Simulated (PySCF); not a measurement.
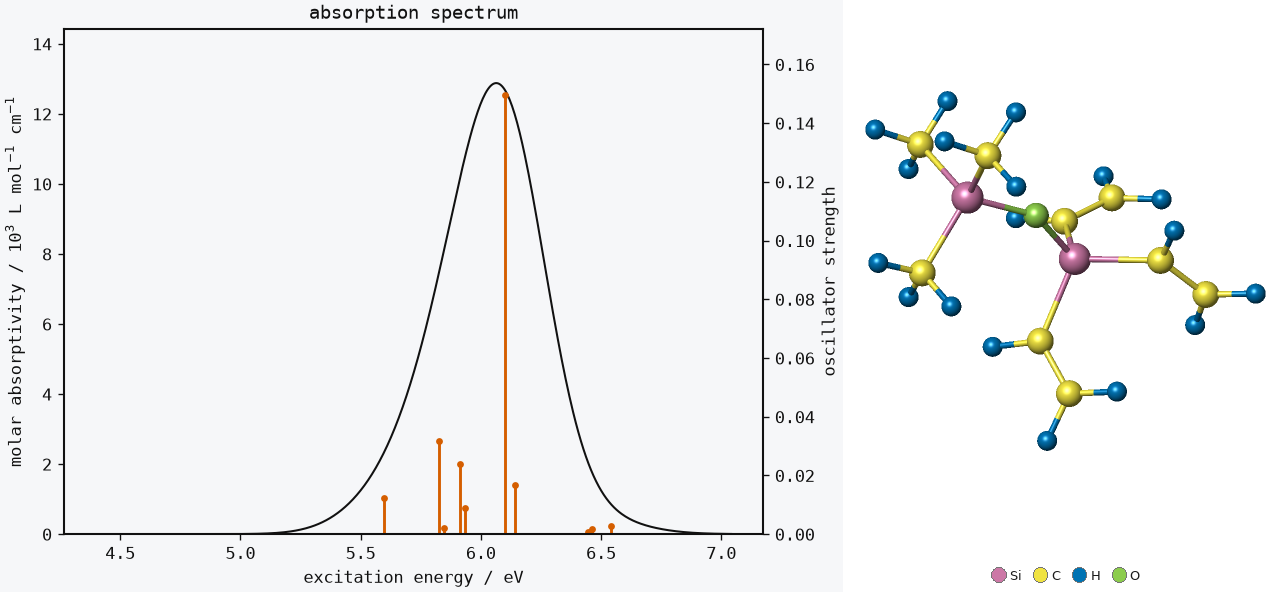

Computed absorption of C₉H₁₈OSi₂ (Si(vinyl)3(OSiMe3)), SMILES C=C[Si](C=C)(C=C)O[Si](C)(C)C. Vertical TDDFT excitations, B3LYP/def2-SVPD with PySCF, at a PBE0-D3(BJ)/def2-SVP geometry (no frequency check), gas phase. The lowest 10 singlet states are shown; each is broadened by a Gaussian of 1/e half-width 0.25 eV. Sticks give oscillator strengths (right axis).

**Which of the computed transitions is the brightest, and what character does the calculation give it?**

S6 at 6.10 eV (203 nm), f = 0.150, mixed, the largest part being HOMO → LUMO (37 %) (S7 lies within 0.06 eV, too close to order).

**Does any vertical transition fall in the visible?**

No singlet lies below 3.1 eV (beyond 400 nm), so at this level no vertical transition falls in the visible.

Note: one conformer of a flexible molecule; core orbitals are frozen in the response.
